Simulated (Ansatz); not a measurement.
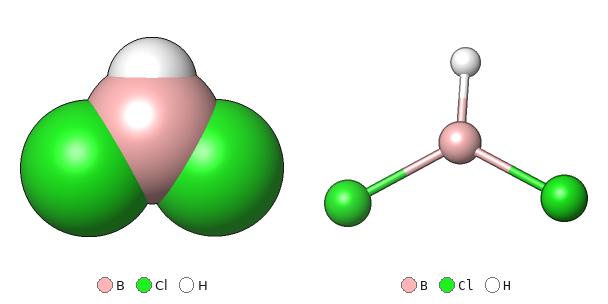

Both panels show the same species.

The geometry was computed by an optimisation with PBE0-D4/def2-TZVP.

Count the atoms of each element.

BCl₂H, 4 atoms: 1 boron, 2 chlorine and 1 hydrogen.

How many atoms are distinct by symmetry?

3: 1 B, 2 Cl, 1 H.

The parts below concern this one geometry. Atoms keep their numbers from picture to picture.

**Shape**

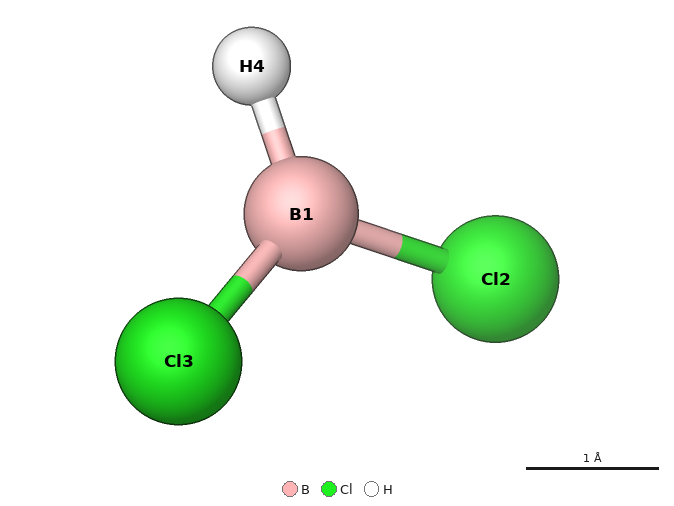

Atoms carry their numbers in the input.

Give these bond angles: Cl2–B1–Cl3, Cl2–B1–H4.

| angle | degrees |
| --- | --- |
| Cl2–B1–Cl3 | 120.7 |
| Cl2–B1–H4 | 119.6 |

**Electronic properties**

Method: RKS PBE0-D4/def2-TZVP (Ansatz 0.2.0).

What does the calculation give?

- dipole moment: 0.45 D
- harmonic zero-point energy: 39.1 kJ/mol

**Vibrations**

Harmonic vibrations computed with RKS PBE0-D4/def2-TZVP (Ansatz 0.2.0) at a stationary point of the same level.

How many vibrational modes are there, and where do they lie?

6 modes: 290, 746, 785, 913, 1098, 2700 cm⁻¹.

**Charges**

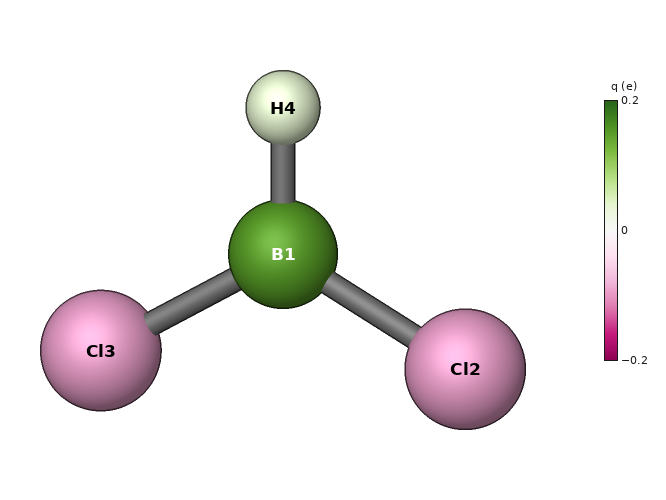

Atoms are coloured by their Mulliken charges. Method: RKS PBE0-D4/def2-TZVP (Ansatz 0.2.0).

Give the Mulliken charges atom by atom.

| atom | value (e) |
| --- | --- |
| B1 | 0.15 |
| Cl2 | −0.09 |
| Cl3 | −0.09 |
| H4 | 0.04 |

Mulliken values depend strongly on the basis set and can even reverse the polarity of a bond.
